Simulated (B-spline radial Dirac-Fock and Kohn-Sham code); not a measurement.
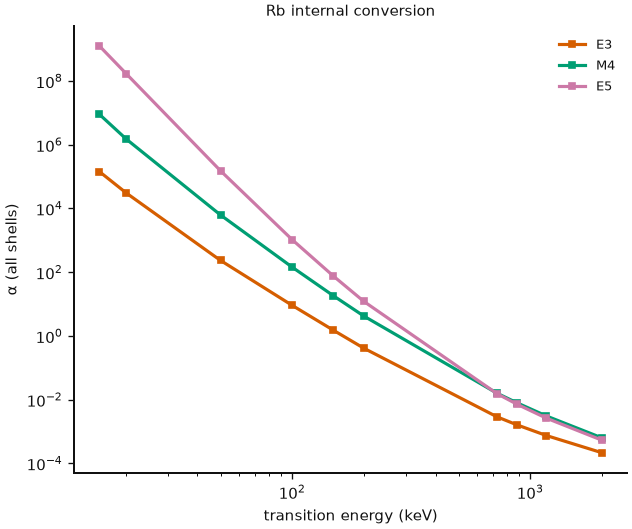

Total internal conversion coefficients against transition energy, at the marked points and joined by straight lines (also across edges). The total sums all shells and leaves out internal pair formation. System: rubidium (Z = 37). The calculation used a Dirac–Hartree–Slater potential of the neutral atom, no hole, surface-current nucleus (a radial B-spline solver).

Above what energy does an E3 transition emit more photons than conversion electrons?

Between 149 and 200 keV, where α drops through 1.

How do the multipoles rank at 20.1 keV?

E5 (1.68 × 10⁸), M4 (1.50 × 10⁶), E3 (30400).
